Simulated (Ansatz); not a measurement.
Consider GeH₄···H₂O.

The calculation's input:

```
crystal:
  periodic: [false, false, false]
  atoms:
    - { symbol: Ge, position_ang: [0.276385, 0.043027, -0.121784] }
    - { symbol: H, position_ang: [0.109961, -0.060896, 1.413546] }
    - { symbol: H, position_ang: [1.790258, -0.009018, -0.417561] }
    - { symbol: H, position_ang: [-0.304329, 1.364057, -0.632611] }
    - { symbol: H, position_ang: [-0.397191, -1.166077, -0.785764] }
    - { symbol: O, position_ang: [-2.481067, 0.070158, 0.993497] }
    - { symbol: H, position_ang: [-2.718761, -0.846272, 0.805626] }
    - { symbol: H, position_ang: [-1.741255, -0.024679, 1.63155] }
basis:
  gaussian: { orbitals: def2-SVP }
hamiltonian:
  xc: pbe0
  dispersion: d4
relax:
  f_tol: 0.03
  max_steps: 50
output:
  orbitals: {}
```

Launched as:

```sh
ansatz run input.yaml --threads 1 --pin off --max-ram 2048MiB --backend cpu --events-out ev --progress --plain --runs-dir out
```

The fields are those of the run's last geometry, not of the input's.

Computed with RKS PBE0-D4/def2-SVP in Ansatz 0.2.0.

What can the converged electron density and electron localisation function tell about the bonding?

Answer. Ge1···O6 (3.18 Å): the density falls to about 0.06 e/Å³ on the way; the ELF dips to about 0.05 between them.
O–H (0.96 Å): ρ at the midpoint is about 3.7 e/Å³; the ELF climbs to about 1 towards the hydrogen, as it does in any bond to H (a covalent bond by its length).
Ge–H (1.54 Å): the density is about 1 e/Å³ at the midpoint; the ELF climbs to about 1 towards the hydrogen.

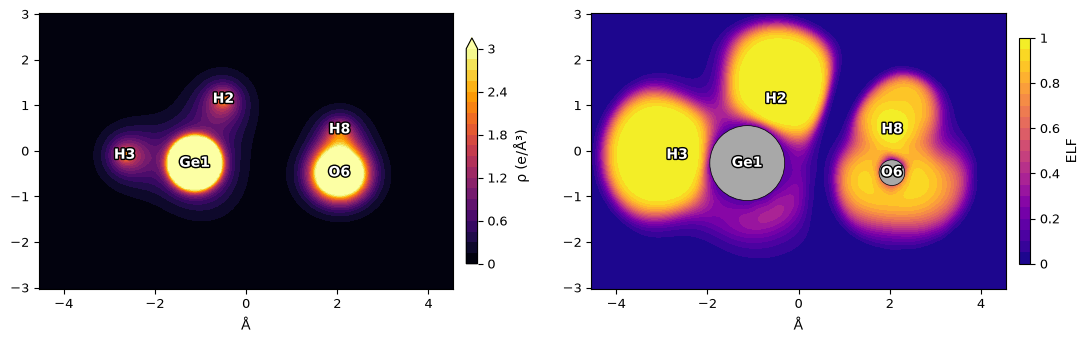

Computed electron density and electron localisation function on the plane of atoms H2, Ge1 and H3, in this order. Grey discs cover the atomic cores in the ELF map. 
